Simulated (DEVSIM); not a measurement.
System: Si p+/n-/n+ power diode, at 250 K.

| layer (left to right) | material | thickness (μm) | Nd (cm⁻³) | Na (cm⁻³) | τn (s) | τp (s) |
|---|---|---|---|---|---|---|
| 1 | Si | 3.00 | - | 1.1e18 | 9.1e-5 | 9.1e-5 |
| 2 | Si | 3.40 | 2.1e15 | - | 9.1e-5 | 9.1e-5 |
| 3 | Si | 1.50 | 3.1e18 | - | 9.1e-5 | 9.1e-5 |

Left contact: ohmic. Right contact: ohmic. Voltage is applied to the left contact. Recombination: SRH at mid-gap, radiative. Mobility is μmin + (μ − μmin)/(1 + (N/Nref)^α).

Constants are typed, rounded textbook-type inputs, not results; the design itself was drawn at random and stands for no fabricated device. Values at 300 K; Nc and Nv go as T^1.5, mobilities as T to minus their exponent, the gap by Varshni's rule with the affinity fixed.

```tsv
parameter	Si
gap (eV)	1.124
affinity (eV)	4.05
permittivity	11.7
Nc (cm⁻³)	2.86e19
Nv (cm⁻³)	3.1e19
μn (cm²/Vs)	1417
μp (cm²/Vs)	470
μn,min	52
μp,min	45
Nref,n	9.7e16
Nref,p	2.2e17
αn	0.68
αp	0.72
T exponent of μn	2.3
T exponent of μp	2.2
B (cm³/s)	4.7e-15
Varshni α (eV/K)	0.000473
Varshni β (K)	636
```

Simulated with DEVSIM: 1D drift-diffusion, Boltzmann statistics, complete ionisation; no tunnelling, impact ionisation, image-force lowering or self-heating.

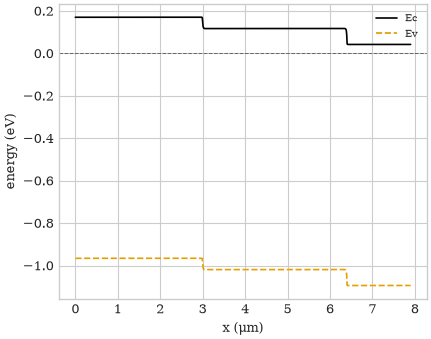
Band edges at 0.9 V on the left contact

Energies count from the Fermi level of the right contact; mesh points crowd at the junctions.

```json
[
 {"x (μm)": "0.000", "Ec (eV)": "0.170", "Ev (eV)": "-0.966", "n (cm⁻³)": "< 1e2", "p (cm⁻³)": "1.1e18", "field (V/cm)": "≈ 0"},
 {"x (μm)": "0.04492", "Ec (eV)": "0.170", "Ev (eV)": "-0.966", "n (cm⁻³)": "1.2e14", "p (cm⁻³)": "1.1e18", "field (V/cm)": "≈ 0"},
 {"x (μm)": "0.1725", "Ec (eV)": "0.170", "Ev (eV)": "-0.966", "n (cm⁻³)": "4.5e14", "p (cm⁻³)": "1.1e18", "field (V/cm)": "≈ 0"},
 {"x (μm)": "0.5130", "Ec (eV)": "0.170", "Ev (eV)": "-0.966", "n (cm⁻³)": "1.4e15", "p (cm⁻³)": "1.1e18", "field (V/cm)": "≈ 0"},
 {"x (μm)": "1.962", "Ec (eV)": "0.170", "Ev (eV)": "-0.966", "n (cm⁻³)": "5.2e15", "p (cm⁻³)": "1.1e18", "field (V/cm)": "≈ 0"},
 {"x (μm)": "2.651", "Ec (eV)": "0.170", "Ev (eV)": "-0.966", "n (cm⁻³)": "7.0e15", "p (cm⁻³)": "1.1e18", "field (V/cm)": "≈ 0"},
 {"x (μm)": "2.893", "Ec (eV)": "0.170", "Ev (eV)": "-0.966", "n (cm⁻³)": "7.6e15", "p (cm⁻³)": "1.1e18", "field (V/cm)": "≈ 0"},
 {"x (μm)": "2.991", "Ec (eV)": "0.169", "Ev (eV)": "-0.968", "n (cm⁻³)": "8.5e15", "p (cm⁻³)": "1.0e18", "field (V/cm)": "-5000"},
 {"x (μm)": "3.026", "Ec (eV)": "0.118", "Ev (eV)": "-1.018", "n (cm⁻³)": "8.8e16", "p (cm⁻³)": "9.9e16", "field (V/cm)": "-1800"},
 {"x (μm)": "3.119", "Ec (eV)": "0.117", "Ev (eV)": "-1.019", "n (cm⁻³)": "9.4e16", "p (cm⁻³)": "9.2e16", "field (V/cm)": "≈ 0"},
 {"x (μm)": "3.367", "Ec (eV)": "0.117", "Ev (eV)": "-1.019", "n (cm⁻³)": "9.4e16", "p (cm⁻³)": "9.2e16", "field (V/cm)": "≈ 0"},
 {"x (μm)": "4.575", "Ec (eV)": "0.117", "Ev (eV)": "-1.019", "n (cm⁻³)": "9.4e16", "p (cm⁻³)": "9.2e16", "field (V/cm)": "≈ 0"},
 {"x (μm)": "5.768", "Ec (eV)": "0.117", "Ev (eV)": "-1.019", "n (cm⁻³)": "9.5e16", "p (cm⁻³)": "9.2e16", "field (V/cm)": "≈ 0"},
 {"x (μm)": "6.194", "Ec (eV)": "0.117", "Ev (eV)": "-1.019", "n (cm⁻³)": "9.5e16", "p (cm⁻³)": "9.3e16", "field (V/cm)": "≈ 0"},
 {"x (μm)": "6.366", "Ec (eV)": "0.116", "Ev (eV)": "-1.020", "n (cm⁻³)": "9.9e16", "p (cm⁻³)": "8.9e16", "field (V/cm)": "-1100"},
 {"x (μm)": "6.404", "Ec (eV)": "0.044", "Ev (eV)": "-1.092", "n (cm⁻³)": "2.8e18", "p (cm⁻³)": "3.2e15", "field (V/cm)": "-12000"},
 {"x (μm)": "6.456", "Ec (eV)": "0.042", "Ev (eV)": "-1.094", "n (cm⁻³)": "3.1e18", "p (cm⁻³)": "2.7e15", "field (V/cm)": "≈ 0"},
 {"x (μm)": "6.593", "Ec (eV)": "0.042", "Ev (eV)": "-1.094", "n (cm⁻³)": "3.1e18", "p (cm⁻³)": "2.5e15", "field (V/cm)": "≈ 0"},
 {"x (μm)": "7.209", "Ec (eV)": "0.042", "Ev (eV)": "-1.094", "n (cm⁻³)": "3.1e18", "p (cm⁻³)": "1.3e15", "field (V/cm)": "≈ 0"},
 {"x (μm)": "7.668", "Ec (eV)": "0.042", "Ev (eV)": "-1.094", "n (cm⁻³)": "3.1e18", "p (cm⁻³)": "4.4e14", "field (V/cm)": "≈ 0"},
 {"x (μm)": "7.833", "Ec (eV)": "0.042", "Ev (eV)": "-1.094", "n (cm⁻³)": "3.1e18", "p (cm⁻³)": "1.3e14", "field (V/cm)": "≈ 0"},
 {"x (μm)": "7.900", "Ec (eV)": "0.042", "Ev (eV)": "-1.094", "n (cm⁻³)": "3.1e18", "p (cm⁻³)": "< 1e2", "field (V/cm)": "≈ 0"}
]
```
